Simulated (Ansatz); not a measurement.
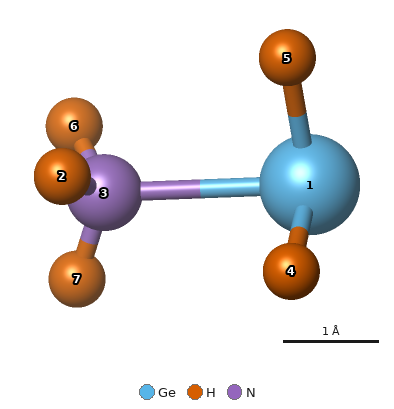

Figure 1. The structure (ball-and-stick view, seen at a tilt; atoms are numbered from 1 in the order of the input). Sticks mark near contacts.

**GeNH$_{5}$: single-point calculation**

The run: single-point calculation of GeNH$_{5}$. Method and program: RKS PBE0-D4/def2-TZVPP (Ansatz 0.2.0).

The geometry is the reactant side of a reaction. The geometry comes from this level: PBE0-D4/def2-TZVP.

## Input file
```yaml
crystal:
  periodic: [false, false, false]
  atoms:
    - {symbol: Ge, position_ang: [0.216086, -0.905941, 1.118630]}
    - {symbol: H, position_ang: [-0.331225, 1.009461, -0.692670]}
    - {symbol: N, position_ang: [0.087713, 0.094888, -0.806708]}
    - {symbol: H, position_ang: [-1.293393, -0.433582, 1.353437]}
    - {symbol: H, position_ang: [0.788725, 0.474737, 1.686699]}
    - {symbol: H, position_ang: [1.010482, 0.206287, -1.209574]}
    - {symbol: H, position_ang: [-0.478386, -0.445749, -1.449713]}
basis:
  gaussian: {orbitals: def2-TZVPP}
hamiltonian: {xc: pbe0, dispersion: d4}
output: {orbitals: {seedname: orbitals}}
```

Launched with:
```bash
ansatz run in.yaml --threads 2 --pin off --events-out ev --progress --plain --max-ram 4352MiB
```

## Output
```
Functional definition: PBE0
  name "PBE0"
  cite "Adamo & Barone, J. Chem. Phys. 110, 6158 (1999) doi:10.1063/1.478522"
  cite "Perdew, Burke & Ernzerhof, Phys. Rev. Lett. 77, 3865 (1996) doi:10.1103/PhysRevLett.77.3865"
  parent pbe
  parameter a = 0.25
  parameter kappa = 0.804
  parameter beta = 0.06672455060314922
  exchange = (1 - a)*pbe_x(kappa = kappa, mu = beta*pi^2/3) + a*exact_x
  correlation = pbe_c(beta = beta)
851 factors; their error is unknown
mean field evaluation 1: about -58076.3636 eV, gradient 4.9e1 eV
mean field evaluation 2: about -58072.3959 eV, gradient 6.3e1 eV
mean field evaluation 4: about -58080.6432 eV, gradient 1.3e0 eV
mean field evaluation 8: about -58080.9221 eV, gradient 2.1e-1 eV
mean field -58080.92215164 eV, -2134.4345204097 hartree, gradient 4.9e-5 eV, S^2 0.000000; 0 other end points of the search recorded, 0 dependent functions left out
reference -58080.92217525 eV, -2134.4345212773 hartree; 22, 22 occupied and 127, 127 virtual orbitals, 851 factors
Total energy: -58080.99688229 eV, -2134.4372667103 hartree
```

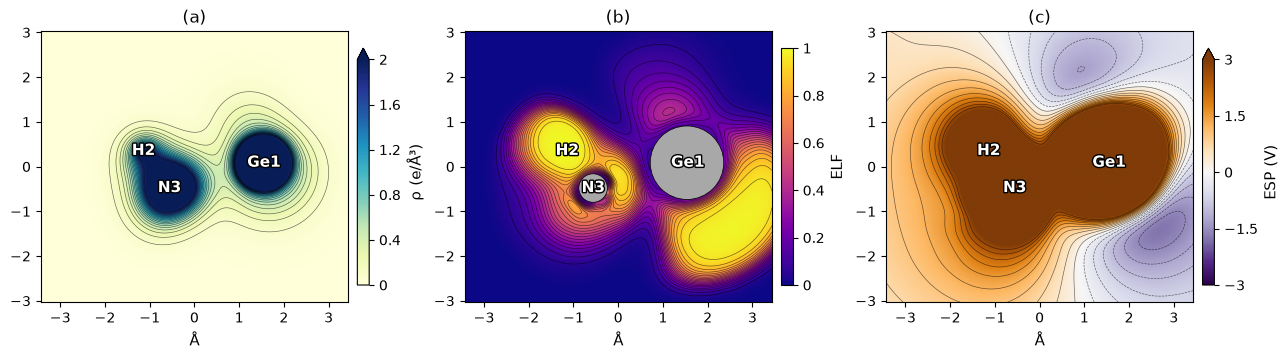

Figure 2. (a) electron density; (b) ELF; (c) electrostatic potential on the plane of atoms Ge1, N3 and H2. Grey discs, where drawn, cover atomic cores. The plane passes through Ge, H and N nuclei. Ge–N (2.17 Å): ρ at the midpoint is about 0.46 e/Å³; the ELF peaks at about 0.95 in the valence shell of N, 0.7 Å from its nucleus, and is about 0.45 at the midpoint.

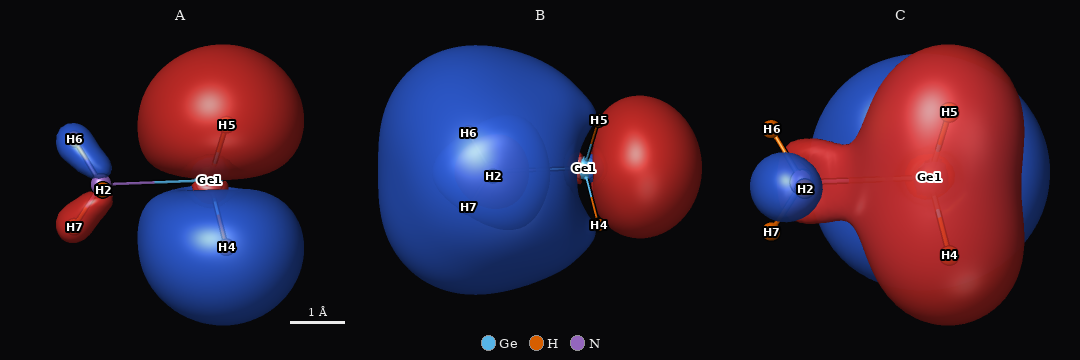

Figure 3. Three frontier orbitals at ±0.06 Å⁻³ᐟ² (blue and red are the two phases). A is the HOMO−1 (−7.73 eV). By Hirshfeld shares it lies mainly on Ge1 (45 %), H4 (25 %) and H5 (25 %). C is the HOMO (−5.50 eV). Its weight (Hirshfeld) is mainly on Ge1 (75 %), H4 (10 %) and H5 (10 %). B is the LUMO (−0.52 eV). It lies mainly on Ge1 (40 %), N3 (15 %), H7 (15 %), H6 (15 %) and H2 (15 %). The HOMO–LUMO gap is 4.98 eV between the orbital energies.

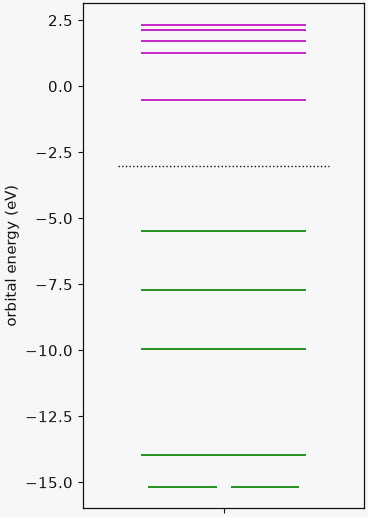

Figure 4. Orbital energies near the frontier; the dotted line parts filled from empty levels, and levels within 0.02 eV of each other stand side by side. Highest filled −5.50 eV, lowest empty −0.52 eV, 4.98 eV apart.

## Key numbers

```json
{"quantity": "outcome", "value": "converged"}
{"quantity": "total energy", "value": "−58080.9969 eV"}
{"quantity": "mean-field energy", "value": "−58080.9222 eV"}
{"quantity": "dispersion energy", "value": "−0.0747 eV"}
{"quantity": "SCF solution under orbital rotations", "value": "stable"}
{"quantity": "HOMO", "value": "−5.50 eV"}
{"quantity": "LUMO", "value": "−0.52 eV"}
{"quantity": "hardware", "value": "2 threads of Arm Neoverse V1, 23 GiB of memory available, shared host"}
{"quantity": "wall time", "value": "1.8 s (CPU time 3.3 s)"}
{"quantity": "peak memory", "value": "0.34 GiB"}
```
